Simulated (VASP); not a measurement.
Band structure of LiF (rock salt). Computed with MS2 meta-GGA, VASP's PBE PAW potentials (set 64) (plane waves; VASP).

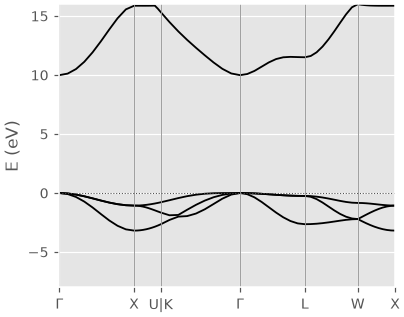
Bands along high-symmetry lines, zero at the valence-band maximum or, without a gap, the Fermi level

### Question
Read the plot: is there a gap, and where are the band edges?

### Answer
The gap is direct, 9.99 eV, from the valence maximum at Γ to the conduction minimum at Γ.

Measured: gap 15.35 eV (computed value off by -5.36 eV), as given by Wei Chen et al., Physical Review Materials (2018), doi:10.1103/physrevmaterials.2.073803 [zero-point renormalisation of 1.15 eV added back (the table's ZPR column)].

The compound is LiF in the rock salt structure. It was relaxed first.
